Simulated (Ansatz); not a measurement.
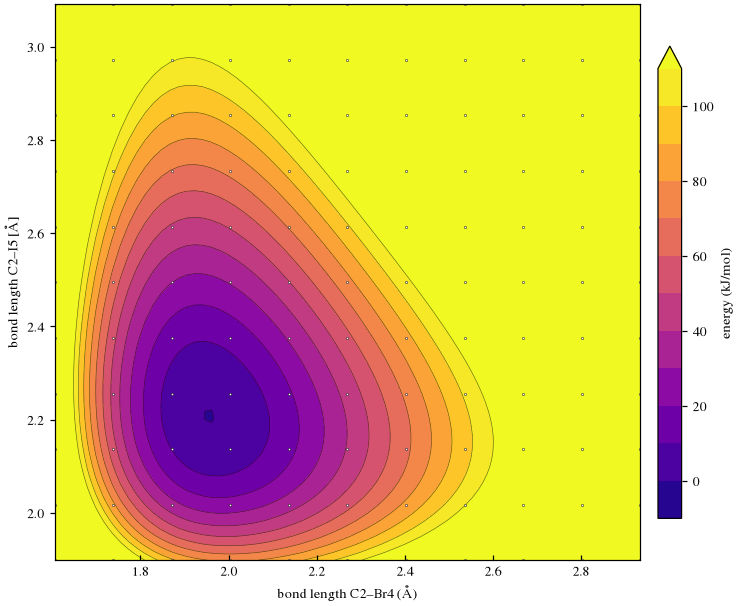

CBr2FI, SMILES FC(Br)(Br)I. The first coordinate is: bond length C2–Br4; the second: bond length C2–I5. Nothing is relaxed (all other coordinates rigid). The grid has 11 × 11 points. Points are written as (first, second). Energies: kJ/mol, counted from the relaxed molecule at the same level. The reference is spin-restricted, which grows unreliable where a bond is stretched far. Theory: RKS PBE-D4/def2-SVP (Ansatz 0.2.0).

The picture shows filled contours, dots at the grid points, one colour for all values above the top of the scale. Between grid points the surface is interpolated.

### Estimate the position of the minimum and the force constants in these coordinates.

The interpolated minimum is at bond length C2–Br4 ≈ 1.957 Å, bond length C2–I5 ≈ 2.208 Å. The curvatures there are about 14 eV/Å² and 11 eV/Å², with a cross term of about 1.7 eV/Å². Round the minimum the two coordinates are weakly coupled (coupling 0.14 in units of the two stiffnesses). (1 eV is 96.5 kJ/mol.)
